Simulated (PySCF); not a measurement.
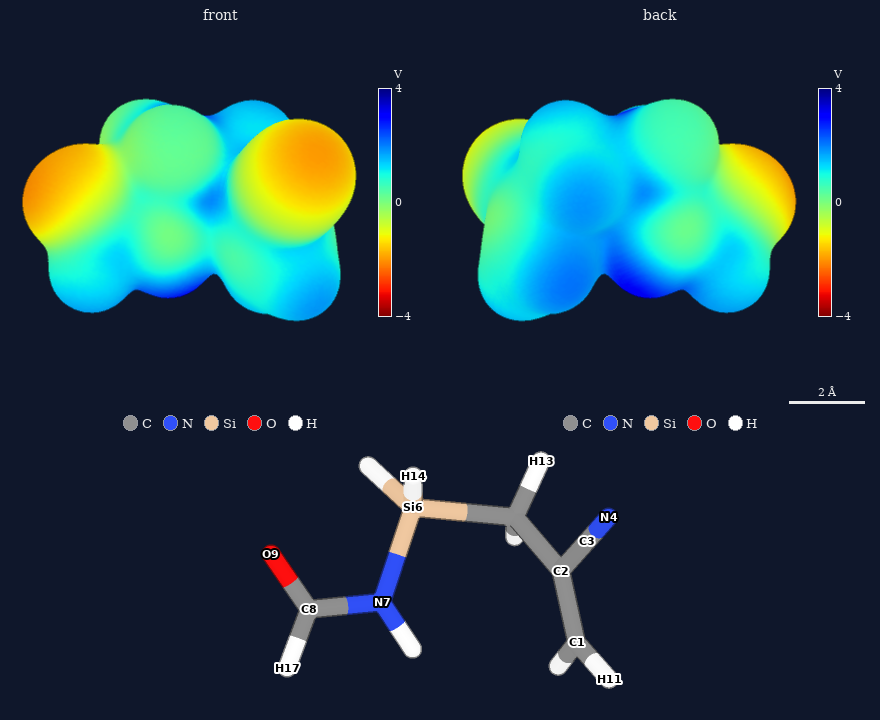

C5H8N2OSi (SMILES C=C(C#N)C[SiH2]NC=O). The molecular electrostatic potential painted on the density surface at 0.004 e/bohr³, seen from the front and from behind; red is negative and blue positive. The bare structure is drawn below in the same view.

Geometry: GFN2-xTB.

These are results of PBE0/pcSseg-1, SCF density, gas phase, non-relativistic in PySCF 2.14.0, not measurements.

```xyz
17

C    -1.6834   -0.9245   -1.2481
C    -1.2634   -1.0787    0.0085
C    -2.1677   -0.8574    1.0767
N    -2.8960   -0.6917    1.9461
C     0.1267   -1.4410    0.4064
Si    1.1142    0.0935    1.0035
N     0.9437    1.2163   -0.3387
C     1.6113    2.3667   -0.1612
O     2.2634    2.5610    0.8347
H    -1.0242   -1.0986   -2.0827
H    -2.6961   -0.6396   -1.4778
H     0.6325   -1.9148   -0.4346
H     0.1023   -2.1573    1.2257
H     0.4964    0.6753    2.1878
H     2.5168   -0.2818    1.1403
H     0.3922    1.0813   -1.1708
H     1.5245    3.1031   -0.9772
```

> Which sites attract a positive test charge, and which a negative one?

A positive charge is drawn to the negative regions and a negative charge to the positive ones. The most negative region (about −2.0 V) lies over O9, the most positive (about +3.0 V) over H16. O9 is the likeliest acceptor of a hydrogen bond.

> How polar is the molecule by this calculation?

Its dipole moment is 5.34 D.
